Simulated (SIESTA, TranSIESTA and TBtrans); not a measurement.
Junction: Fe chain with one O atom inserted. Leads: straight Fe chain, spacing 2.385 Å. Geometry: 3 atoms about the centre moved by SIESTA (PBE, DZP) to a largest force of 0.02 eV/Å, all others as built, motion along the axis alone.

TranSIESTA and TBtrans, PBE, DZP numerical orbitals (energy shift 0.15 eV), PseudoDojo norm-conserving scalar-relativistic potentials, mesh cutoff 200 Ry, 300 K, spin-polarised (collinear), no spin-orbit coupling; self-consistent non-equilibrium Green functions.

Energies count from the leads' Fermi level. Transmissions are for each spin. The energy step is 0.01 eV; narrower resonances are cut or missed.

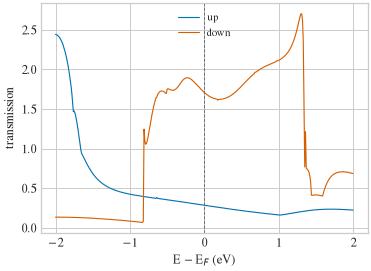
Transmission against energy

```tsv
E (eV)	T up	T down	lead channels up	down
-2.00	2.44	0.13	4	1
-1.80	1.85	0.13	4	1
-1.60	0.85	0.12	1	1
-1.40	0.58	0.11	1	1
-1.20	0.47	0.100	1	1
-1.00	0.42	0.083	1	1
-0.80	0.39	1.10	1	band edge
-0.60	0.37	1.72	1	3
-0.40	0.34	1.74	1	4
-0.20	0.31	1.89	1	4
0.00	0.28	1.71	1	4
0.20	0.26	1.62	1	4
0.40	0.23	1.70	1	band edge
0.60	0.20	1.89	1	4
0.80	0.18	2.03	1	4
1.00	0.16	2.11	1	4
1.20	0.19	2.36	3	4
1.40	0.22	0.72	3	2
1.60	0.23	0.44	3	3
1.80	0.23	0.70	3	3
2.00	0.22	0.68	3	3
```

The magnetic order of the leads was set by the start, and no other order was tried; the separate lead runs end at 3.46 (left) and 3.46 (right) μB an atom. The straight chain is held at its spacing; free chains may zigzag or dimerise.
